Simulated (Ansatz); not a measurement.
Run report: C2H6ClNOSi, nudged elastic band

The run: nudged elastic band of C2H6ClNOSi. Method and program: RKS B3LYP-D4/def2-SVP (Ansatz 0.2.0).

It belongs to a series of runs on one base structure; here: band between the two ends. Figures and captions count atoms from 1; the log counts them from 0 in places.

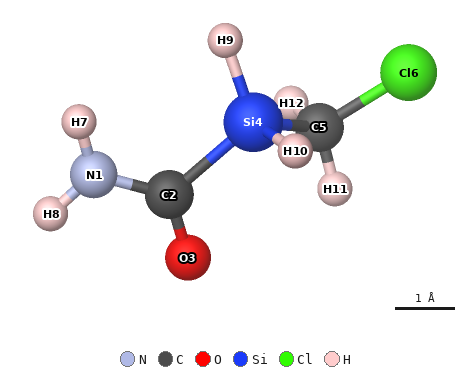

**Figure 1.** The structure as given in the input (ball-and-stick view, seen at a tilt; atoms are numbered from 1 in the order of the input). Bond lengths as drawn: C–Cl 1.81 Å, C–H 1.10 Å, C–N 1.36 Å, C–O 1.22 Å, C–Si 1.89 to 1.93 Å, H–N 1.01 to 1.02 Å and H–Si 1.49 Å.

The input:
```yaml
crystal:
  periodic: [false, false, false]
  atoms:
    - { symbol: "N", position_ang: [2.153744, 0.474845, -0.802622] }
    - { symbol: C, position_ang: [0.804469, 0.342983, -0.919191] }
    - { symbol: O, position_ang: [0.243962, 0.146265, -1.988877] }
    - { symbol: Si, position_ang: [-0.326659, 0.463904, 0.642738] }
    - { symbol: C, position_ang: [-1.564196, -0.949073, 0.438493] }
    - { symbol: Cl, position_ang: [-2.849207, -0.859303, 1.710984] }
    - { symbol: H, position_ang: [2.604552, 0.622373, 0.090901] }
    - { symbol: H, position_ang: [2.727426, 0.414793, -1.640175] }
    - { symbol: H, position_ang: [0.432021, 0.330864, 1.922221] }
    - { symbol: H, position_ang: [-1.02723, 1.774491, 0.609304] }
    - { symbol: H, position_ang: [-2.042384, -0.884604, -0.549057] }
    - { symbol: H, position_ang: [-1.079497, -1.932735, 0.51928] }
basis:
  gaussian: { orbitals: def2-SVP }
hamiltonian:
  xc: b3lyp
  dispersion: d4
neb:
  order_check: false
  images: 7
  f_tol: 0.05
  max_iterations: 60
  final_atoms:
    - { symbol: "N", position_ang: [1.78601211, 1.31104051, -1.0840361] }
    - { symbol: C, position_ang: [1.18332819, 0.32039302, -0.56441343] }
    - { symbol: O, position_ang: [1.44233368, -0.9307289, -1.01798186] }
    - { symbol: Si, position_ang: [-0.1241875, 0.28131286, 0.83278231] }
    - { symbol: C, position_ang: [-1.5827668, -0.76460454, 0.23408076] }
    - { symbol: Cl, position_ang: [-2.84656075, -0.86332081, 1.52886127] }
    - { symbol: H, position_ang: [1.50049509, 2.1969137, -0.66116787] }
    - { symbol: H, position_ang: [2.11324582, -0.83952025, -1.72103502] }
    - { symbol: H, position_ang: [0.46472211, -0.3269371, 2.05512257] }
    - { symbol: H, position_ang: [-0.54836973, 1.6819536, 1.10125575] }
    - { symbol: H, position_ang: [-2.05324862, -0.33492459, -0.66215713] }
    - { symbol: H, position_ang: [-1.25800261, -1.7867745, -0.00731226] }
  initial_path:
    images:
      - { positions_ang: [[2.153744, 0.474845, -0.802622], [0.804469, 0.342983, -0.919191], [0.243962, 0.146265, -1.988877], [-0.326659, 0.463904, 0.642738], [-1.564196, -0.949073, 0.438493], [-2.849207, -0.859303, 1.710984], [2.604552, 0.622373, 0.090901], [2.727426, 0.414793, -1.640175], [0.432021, 0.330864, 1.922221], [-1.02723, 1.774491, 0.609304], [-2.042384, -0.884604, -0.549057], [-1.079497, -1.932735, 0.51928]] }
      - { positions_ang: [[2.17542061, 0.57682117, -0.78995096], [0.86525599, 0.29894958, -0.88719968], [0.37327179, -0.03888074, -1.9229819], [-0.27939695, 0.41846017, 0.63787403], [-1.58081839, -0.92854808, 0.4010887], [-2.83684062, -0.82674527, 1.69517285], [2.56562561, 0.85854093, 0.06598495], [2.50102865, 0.3364158, -1.64546132], [0.44120452, 0.2352415, 1.93013047], [-0.93740453, 1.75170567, 0.65646429], [-2.07578838, -0.81346086, -0.55977178], [-1.13455729, -1.92369687, 0.45264934]] }
      - { positions_ang: [[2.19709723, 0.67879734, -0.77727992], [0.92604297, 0.25491616, -0.85520835], [0.50258158, -0.22402649, -1.85708679], [-0.2321349, 0.37301635, 0.63301006], [-1.59744079, -0.90802316, 0.3636844], [-2.82447424, -0.79418754, 1.67936169], [2.52669922, 1.09470886, 0.0410689], [2.27463129, 0.2580386, -1.65074764], [0.45038804, 0.13961901, 1.93803993], [-0.84757905, 1.72892035, 0.70362458], [-2.10919277, -0.74231773, -0.57048656], [-1.18961757, -1.91465875, 0.38601869]] }
      - { positions_ang: [[2.21877384, 0.78077351, -0.76460888], [0.98682996, 0.21088273, -0.82321703], [0.63189137, -0.40917223, -1.79119169], [-0.18487286, 0.32757252, 0.62814609], [-1.61406318, -0.88749824, 0.32628011], [-2.81210786, -0.76162981, 1.66355054], [2.48777283, 1.33087679, 0.01615285], [2.04823394, 0.1796614, -1.65603396], [0.45957156, 0.04399651, 1.9459494], [-0.75775358, 1.70613502, 0.75078488], [-2.14259715, -0.67117459, -0.58120133], [-1.24467786, -1.90562062, 0.31938803]] }
      - { positions_ang: [[2.24045045, 0.88274968, -0.75193784], [1.04761694, 0.16684931, -0.79122571], [0.76120116, -0.59431797, -1.72529658], [-0.13761081, 0.2821287, 0.62328212], [-1.63068558, -0.86697332, 0.28887581], [-2.79974148, -0.72907208, 1.64773938], [2.44884643, 1.56704472, -0.0087632], [1.82183658, 0.10128421, -1.66132028], [0.46875507, -0.05162598, 1.95385887], [-0.6679281, 1.68334969, 0.79794517], [-2.17600154, -0.60003146, -0.59191611], [-1.29973815, -1.89658249, 0.25275737]] }
      - { positions_ang: [[2.12684087, 0.98982238, -0.8349624], [1.08154475, 0.20523524, -0.73452264], [0.93148429, -0.6784207, -1.5484679], [-0.13425498, 0.28192474, 0.67565716], [-1.61870588, -0.84138113, 0.27517705], [-2.8114463, -0.76263426, 1.61801985], [2.2117586, 1.72451197, -0.17186436], [1.89468889, -0.13391691, -1.67624896], [0.46774683, -0.12045376, 1.97917479], [-0.63803851, 1.68300067, 0.87377282], [-2.14531331, -0.53375474, -0.60947637], [-1.28930426, -1.86913049, 0.18773996]] }
      - { positions_ang: [[2.01323128, 1.09689509, -0.91798697], [1.11547257, 0.24362117, -0.67781957], [1.10176742, -0.76252344, -1.37163922], [-0.13089915, 0.28172078, 0.72803221], [-1.60672619, -0.81578893, 0.26147829], [-2.82315111, -0.79619644, 1.58830033], [1.97467076, 1.88197921, -0.33496553], [1.9675412, -0.36911802, -1.69117765], [0.46673859, -0.18928154, 2.00449072], [-0.60814891, 1.68265165, 0.94960046], [-2.11462508, -0.46747802, -0.62703662], [-1.27887038, -1.8416785, 0.12272255]] }
      - { positions_ang: [[1.8996217, 1.2039678, -1.00101153], [1.14940038, 0.2820071, -0.6211165], [1.27205055, -0.84662617, -1.19481054], [-0.12754333, 0.28151682, 0.78040726], [-1.59474649, -0.79019674, 0.24777953], [-2.83485593, -0.82975863, 1.5585808], [1.73758293, 2.03944646, -0.4980667], [2.04039351, -0.60431914, -1.70610634], [0.46573035, -0.25810932, 2.02980664], [-0.57825932, 1.68230262, 1.02542811], [-2.08393685, -0.40120131, -0.64459688], [-1.26843649, -1.8142265, 0.05770515]] }
      - { positions_ang: [[1.78601211, 1.31104051, -1.0840361], [1.18332819, 0.32039302, -0.56441343], [1.44233368, -0.9307289, -1.01798186], [-0.1241875, 0.28131286, 0.83278231], [-1.5827668, -0.76460454, 0.23408076], [-2.84656075, -0.86332081, 1.52886127], [1.50049509, 2.1969137, -0.66116787], [2.11324582, -0.83952025, -1.72103502], [0.46472211, -0.3269371, 2.05512257], [-0.54836973, 1.6819536, 1.10125575], [-2.05324862, -0.33492459, -0.66215713], [-1.25800261, -1.7867745, -0.00731226]] }
```

Command:
```bash
ansatz run input.yaml --threads 2 --pin off --max-ram 3072MiB --backend cpu --events-out ev --progress --plain --runs-dir out
```

Output:
```
Engine: ansatz 0.2.0, aarch64-unknown-linux-gnu
Functional definition: B3LYP
  parameter a0 = 0.2
  parameter ax = 0.72
  parameter ac = 0.81
  exchange = (1 - a0 - ax)*slater_x + ax*b88_x + a0*exact_x
  correlation = (1 - ac)*vwn_rpa_c + ac*lyp_c
1308 factors; integrals over basis functions are off by at most 4.0e-4 eV
mean field evaluation 1: about -26091.4087 eV, gradient 6.3e1 eV
mean field evaluation 2: about -26076.4482 eV, gradient 1.0e2 eV
mean field evaluation 4: about -26099.5020 eV, gradient 6.9e0 eV
mean field evaluation 8: about -26099.6194 eV, gradient 5.6e-1 eV
mean field evaluation 16: about -26099.6201 eV, gradient 5.1e-5 eV
mean field -26099.62014124 eV, -959.1433492327 hartree, gradient 5.0e-5 eV, S^2 0.000000; 0 other end points of the search recorded, 0 dependent functions left out
the calculation of the forces begins
reference -26099.62041389 eV, -959.1433592525 hartree; 32, 32 occupied and 90, 90 virtual orbitals, 1308 factors
1310 factors; integrals over basis functions are off by at most 9.4e-4 eV
mean field evaluation 32: about -26099.0510 eV, gradient 5.6e-4 eV
mean field -26099.05103515 eV, -959.1224349698 hartree, gradient 2.6e-5 eV, S^2 0.000000; 0 other end points of the search recorded, 0 dependent functions left out
[... from here on the field's lines of each further geometry are left out, up to the last ...]
NEB iter   1: max|band force component| = 8.228e0 eV/Å  barrier→ = 4.1324 eV  barrier← = 3.5654 eV  Δτ_max = 0.1430 Å  (254 SCF iters)
NEB iter   2: max|band force component| = 4.172e0 eV/Å  barrier→ = 2.7416 eV  barrier← = 2.1746 eV  Δτ_max = 0.2000 Å  (217 SCF iters)
NEB iter   3: max|band force component| = 3.410e0 eV/Å  barrier→ = 2.2110 eV  barrier← = 1.6441 eV  Δτ_max = 0.1960 Å  (217 SCF iters)
NEB iter   4: max|band force component| = 1.879e0 eV/Å  barrier→ = 1.9313 eV  barrier← = 1.3643 eV  Δτ_max = 0.1622 Å  (223 SCF iters)
NEB iter   5: max|band force component| = 1.341e0 eV/Å  barrier→ = 1.9827 eV  barrier← = 1.4157 eV  Δτ_max = 0.0640 Å  (217 SCF iters)
NEB iter   6: max|band force component| = 5.747e-1 eV/Å  barrier→ = 1.9073 eV  barrier← = 1.3403 eV  Δτ_max = 0.0316 Å  (214 SCF iters)
NEB iter   7: max|band force component| = 2.292e-1 eV/Å  barrier→ = 1.9012 eV  barrier← = 1.3342 eV  CI = image 4  Δτ_max = 0.0788 Å  (209 SCF iters)
NEB iter   8: max|band force component| = 1.697e-1 eV/Å  barrier→ = 1.9017 eV  barrier← = 1.3348 eV  CI = image 4  Δτ_max = 0.0111 Å  (205 SCF iters)
the calculation of the forces begins
reference -26099.04372241 eV, -959.1221662314 hartree; 32, 32 occupied and 90, 90 virtual orbitals, 1310 factors
1309 factors; integrals over basis functions are off by at most 9.0e-4 eV
mean field -26097.71967473 eV, -959.0735083768 hartree, gradient 1.3e-5 eV, S^2 0.000000; 1 other end points of the search recorded, 0 dependent functions left out
the calculation of the forces begins
reference -26097.71994478 eV, -959.0735183008 hartree; 32, 32 occupied and 90, 90 virtual orbitals, 1309 factors
NEB iter   9: max|band force component| = 4.773e-2 eV/Å  barrier→ = 1.9015 eV  barrier← = 1.3345 eV  CI = image 4  Δτ_max = 0.0000 Å  (385 SCF iters)
```

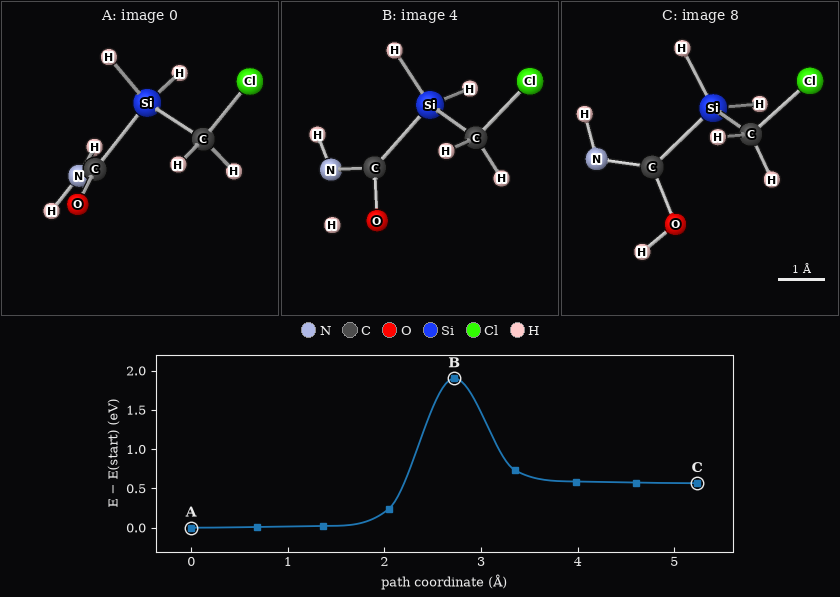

**Figure 2.** Images of the last band (counted from 0; ball-and-stick, seen at a tilt) above the energy along the path; the line is a cubic interpolation that uses the forces. The highest image is number 4, 1.901 eV above the start and 1.335 eV above the end (the climbing image); the end lies 0.567 eV above the start. The path is 5.24 Å long. The band converged in 9 iterations.

```
Total energy: -26098.17524346 eV, -959.0902502186 hartree
Atom 0 at     2.157164     0.862400    -0.854414 Å, force     0.002932    -0.001949    -0.038768 eV/Å
Atom 1 at     1.034406     0.235177    -0.625719 Å, force    -0.029086    -0.023597     0.003693 eV/Å
Atom 2 at     0.842077    -0.583622    -1.606904 Å, force     0.019196     0.007904    -0.006304 eV/Å
Atom 3 at    -0.243357     0.321151     0.794101 Å, force    -0.010417     0.009097     0.031875 eV/Å
Atom 4 at    -1.644983    -0.847515     0.317547 Å, force    -0.011546    -0.012946    -0.010437 eV/Å
Atom 5 at    -2.918049    -0.831651     1.606369 Å, force     0.008999     0.003802    -0.003161 eV/Å
Atom 6 at     2.573959     1.579251    -0.265528 Å, force     0.015377     0.011841     0.011737 eV/Å
Atom 7 at     1.987233     0.026517    -1.888793 Å, force    -0.002898     0.002799     0.020079 eV/Å
Atom 8 at     0.410417    -0.110944     2.057765 Å, force     0.007008    -0.002150    -0.000441 eV/Å
Atom 9 at    -0.730053     1.719713     0.929349 Å, force     0.005088     0.005154    -0.006007 eV/Å
Atom 10 at    -2.109924    -0.547231    -0.631977 Å, force    -0.004552    -0.001129    -0.000026 eV/Å
Atom 11 at    -1.281888    -1.878442     0.202202 Å, force    -0.000101     0.001174    -0.002240 eV/Å
Dipole moment:     0.254212     0.286289     0.142974 e Å
this run last wrote the band of iteration 9 to [file]
```

The last band as extended XYZ (Å, eV, eV/Å):
```
12
Properties=species:S:1:pos:R:3:forces:R:3 image=0 energy=-26100.07645
N     2.1537    0.4748   -0.8026   -0.0097  -0.0064  -0.0106
C     0.8045    0.3430   -0.9192    0.0030   0.0031   0.0103
O     0.2440    0.1463   -1.9889   -0.0038  -0.0013  -0.0058
Si   -0.3267    0.4639    0.6427    0.0008  -0.0015   0.0004
C    -1.5642   -0.9491    0.4385   -0.0016   0.0011   0.0020
Cl   -2.8492   -0.8593    1.7110    0.0017  -0.0001  -0.0009
H     2.6046    0.6224    0.0909    0.0034   0.0026   0.0053
H     2.7274    0.4148   -1.6402    0.0060   0.0021   0.0019
H     0.4320    0.3309    1.9222   -0.0001   0.0002   0.0000
H    -1.0272    1.7745    0.6093    0.0000   0.0005  -0.0008
H    -2.0424   -0.8846   -0.5491   -0.0004  -0.0003  -0.0010
H    -1.0795   -1.9327    0.5193    0.0005  -0.0001  -0.0007
12
Properties=species:S:1:pos:R:3:forces:R:3 image=1 energy=-26100.06713
N     2.1554    0.5921   -0.8249   -0.0020   0.0056  -0.0032
C     0.8510    0.2092   -0.8889   -0.0019   0.0064   0.0056
O     0.3408   -0.2395   -1.9067   -0.0052   0.0081  -0.0065
Si   -0.2875    0.3862    0.6665    0.0011  -0.0042   0.0007
C    -1.6305   -0.9168    0.4151    0.0008   0.0033  -0.0041
Cl   -2.8797   -0.7950    1.7202   -0.0007  -0.0006   0.0014
H     2.5659    0.9715    0.0186    0.0052  -0.0174   0.0035
H     2.7280    0.5264   -1.6628    0.0018  -0.0022   0.0022
H     0.4564    0.1639    1.9414   -0.0005   0.0073  -0.0018
H    -0.8821    1.7509    0.6806   -0.0053   0.0000  -0.0033
H    -2.1210   -0.7681   -0.5569    0.0006  -0.0066   0.0010
H    -1.2195   -1.9362    0.4317    0.0062   0.0002   0.0044
12
Properties=species:S:1:pos:R:3:forces:R:3 image=2 energy=-26100.05366
N     2.1325    0.6920   -0.8638   -0.0375  -0.0011  -0.0202
C     0.9108    0.0921   -0.8379   -0.0282   0.0122   0.0470
O     0.4938   -0.6015   -1.7555    0.0085  -0.0086  -0.0269
Si   -0.2492    0.3223    0.6998   -0.0195   0.0072   0.0080
C    -1.6773   -0.8725    0.3865    0.0184  -0.0108  -0.0229
Cl   -2.9118   -0.7453    1.7050    0.0105   0.0076   0.0031
H     2.4477    1.3019   -0.1205    0.0299  -0.0080  -0.0003
H     2.7079    0.5920   -1.6964    0.0093   0.0051   0.0179
H     0.4563   -0.0017    1.9735    0.0054   0.0051  -0.0051
H    -0.7445    1.7269    0.7708    0.0106  -0.0021  -0.0062
H    -2.1653   -0.6491   -0.5723   -0.0035  -0.0037   0.0046
H    -1.3239   -1.9122    0.3448   -0.0039  -0.0028   0.0010
12
Properties=species:S:1:pos:R:3:forces:R:3 image=3 energy=-26099.84030
N     2.1138    0.7682   -0.9102   -0.0963  -0.1648  -0.1550
C     0.9496    0.1240   -0.6839   -0.1636  -0.2219  -0.1133
O     0.6104   -0.7117   -1.5223   -0.4985  -0.2410   0.1494
Si   -0.2543    0.3306    0.7999   -0.0256   0.0150   0.0293
C    -1.6541   -0.8447    0.3287   -0.0217   0.0051   0.0302
Cl   -2.9418   -0.8277    1.6022   -0.0211  -0.0016   0.0164
H     2.5477    1.5047   -0.3617   -0.0489  -0.1707  -0.1945
H     2.4368    0.3785   -1.8003    0.8774   0.7236   0.1535
H     0.3951   -0.0833    2.0742    0.0041   0.0159   0.0220
H    -0.7393    1.7338    0.9194    0.0063   0.0166   0.0214
H    -2.1052   -0.5549   -0.6306   -0.0055   0.0070   0.0227
H    -1.2816   -1.8726    0.2185   -0.0065   0.0168   0.0178
12
Properties=species:S:1:pos:R:3:forces:R:3 image=4 energy=-26098.17497
N     2.1572    0.8624   -0.8544    0.0029  -0.0019  -0.0388
C     1.0344    0.2352   -0.6257   -0.0291  -0.0236   0.0037
O     0.8421   -0.5836   -1.6069    0.0192   0.0079  -0.0063
Si   -0.2434    0.3212    0.7941   -0.0104   0.0091   0.0319
C    -1.6450   -0.8475    0.3175   -0.0115  -0.0129  -0.0104
Cl   -2.9180   -0.8317    1.6064    0.0090   0.0038  -0.0032
H     2.5740    1.5793   -0.2655    0.0154   0.0118   0.0117
H     1.9872    0.0265   -1.8888   -0.0029   0.0028   0.0201
H     0.4104   -0.1109    2.0578    0.0070  -0.0022  -0.0004
H    -0.7301    1.7197    0.9293    0.0051   0.0052  -0.0060
H    -2.1099   -0.5472   -0.6320   -0.0046  -0.0011   0.0000
H    -1.2819   -1.8784    0.2022   -0.0001   0.0012  -0.0022
12
Properties=species:S:1:pos:R:3:forces:R:3 image=5 energy=-26099.34408
N     2.2083    1.0044   -0.7577    0.0934   0.2013   0.1630
C     1.1412    0.3261   -0.6095    0.1638   0.1526   0.0306
O     0.9366   -0.5741   -1.5968    0.0965   0.0422  -0.0326
Si   -0.2187    0.3476    0.7557    0.0478   0.0109  -0.0245
C    -1.6067   -0.8641    0.3112    0.0355   0.0079  -0.0286
Cl   -2.8865   -0.8271    1.5962    0.0524   0.0258  -0.0123
H     2.4259    1.7033   -0.0554   -0.1803   0.1276   0.3487
H     1.7519   -0.3591   -2.1128   -0.3828  -0.5745  -0.3769
H     0.4036   -0.0418    2.0503    0.0193   0.0040  -0.0238
H    -0.7587    1.7301    0.8615    0.0257  -0.0013  -0.0175
H    -2.0830   -0.6042   -0.6446    0.0114   0.0016  -0.0124
H    -1.2368   -1.8962    0.2358    0.0173   0.0018  -0.0136
12
Properties=species:S:1:pos:R:3:forces:R:3 image=6 energy=-26099.48827
N     2.0998    1.1745   -0.8048   -0.0071   0.0000  -0.0011
C     1.1654    0.3381   -0.6008    0.0078   0.0093   0.0018
O     1.0555   -0.7430   -1.4107   -0.0017  -0.0135   0.0030
Si   -0.1799    0.3427    0.7660   -0.0005  -0.0018   0.0046
C    -1.5746   -0.8362    0.2755   -0.0031   0.0010  -0.0020
Cl   -2.8537   -0.8354    1.5603    0.0055   0.0013  -0.0047
H     2.0820    1.9485   -0.1371   -0.0104   0.0111  -0.0010
H     1.7804   -0.6741   -2.0611   -0.0001  -0.0106  -0.0001
H     0.4369   -0.0995    2.0459    0.0014  -0.0041  -0.0003
H    -0.6844    1.7350    0.9103    0.0062   0.0002   0.0060
H    -2.0463   -0.5409   -0.6726    0.0009   0.0048  -0.0007
H    -1.2042   -1.8649    0.1631    0.0012   0.0025  -0.0057
12
Properties=species:S:1:pos:R:3:forces:R:3 image=7 energy=-26099.50228
N     1.9509    1.2690   -0.9413   -0.0059  -0.0008  -0.0039
C     1.1713    0.3312   -0.5849    0.0027   0.0033   0.0006
O     1.2401   -0.8670   -1.2154    0.0042  -0.0049   0.0055
Si   -0.1545    0.3136    0.7974    0.0015  -0.0013   0.0009
C    -1.5789   -0.8056    0.2546   -0.0017   0.0019  -0.0001
Cl   -2.8507   -0.8510    1.5451    0.0010  -0.0001  -0.0018
H     1.8001    2.1220   -0.3983   -0.0075   0.0051  -0.0065
H     1.9425   -0.7863   -1.8886    0.0036  -0.0037   0.0037
H     0.4516   -0.2110    2.0505    0.0003  -0.0059  -0.0002
H    -0.6173    1.7125    1.0033    0.0035  -0.0005   0.0057
H    -2.0513   -0.4498   -0.6723   -0.0001   0.0051   0.0005
H    -1.2268   -1.8328    0.0839   -0.0015   0.0018  -0.0044
12
Properties=species:S:1:pos:R:3:forces:R:3 image=8 energy=-26099.50948
N     1.7860    1.3110   -1.0840    0.0007   0.0022   0.0000
C     1.1833    0.3204   -0.5644   -0.0047  -0.0005   0.0008
O     1.4423   -0.9307   -1.0180   -0.0004  -0.0013   0.0024
Si   -0.1242    0.2813    0.8328    0.0013  -0.0018   0.0004
C    -1.5828   -0.7646    0.2341    0.0004   0.0008   0.0022
Cl   -2.8466   -0.8633    1.5289    0.0022   0.0004  -0.0013
H     1.5005    2.1969   -0.6612    0.0003  -0.0026  -0.0004
H     2.1132   -0.8395   -1.7210    0.0009   0.0024  -0.0006
H     0.4647   -0.3269    2.0551   -0.0012   0.0002  -0.0020
H    -0.5484    1.6820    1.1013    0.0008   0.0001  -0.0010
H    -2.0532   -0.3349   -0.6622    0.0002   0.0001  -0.0004
H    -1.2580   -1.7868   -0.0073   -0.0004  -0.0002  -0.0001
```

Key numbers:

- outcome: converged
- barrier, forward: 1.901 eV
- barrier, backward: 1.335 eV
- hardware: 2 threads of Arm Neoverse V1, 24 GiB of memory available, shared host
- wall time: 4.4 min (CPU time 8.7 min)
- peak memory: 0.31 GiB

Notes:

The order of the saddle point was not checked.
